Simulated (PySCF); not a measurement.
# C6H7BrO: the cost of one run

Programs: PySCF 2.14.0, with routines of our own; each step states its level. All values are computed. Atoms count from 0.

## 1. The system as given

15 atoms, charge 0, multiplicity 1; geometry from: GFN2-xTB.

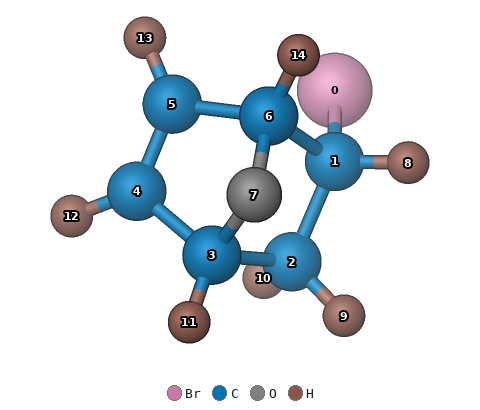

The starting geometry (bromine pink, carbon blue, oxygen grey, hydrogen brown).

## 2. Magnetic properties: GIAO BHandHLYP/pcSseg-1

What the job is given:

```
{"job": {"kind": "mag", "xc": "BHandHLYP", "basis": "pcSseg-1", "isotopologues": 2}, "charge": 0, "multiplicity": 1}
Br    -2.251460    -0.850050    -1.225653
C     -1.241411    -0.229496     0.313829
C     -0.631900     1.167653     0.141029
C      0.869640     0.843697     0.388753
C      1.321187     0.092401    -0.846382
C      0.794532    -1.117645    -0.729252
C      0.031009    -1.087415     0.578921
O      0.788699    -0.187982     1.362221
H     -1.923397    -0.281740     1.161555
H     -1.005533     1.853580     0.899686
H     -0.800846     1.594480    -0.845752
H      1.481377     1.670801     0.734436
H      1.892886     0.522099    -1.643992
H      0.811755    -1.951817    -1.401201
H     -0.140952    -2.030578     1.089888
```

Level: GIAO BHandHLYP/pcSseg-1 magnetisability, rotational g tensor and spin-rotation constants, non-relativistic, gas phase.

The run is started by

```bash
OMP_NUM_THREADS=1 python excited_run.py task.json out
```

This one command runs all jobs of the session in turn.

**Question.** How long does this first job take on 1 thread of Arm Neoverse N1, shared host, and how much memory does it need?

About 61 s, with a peak of 1 GiB.
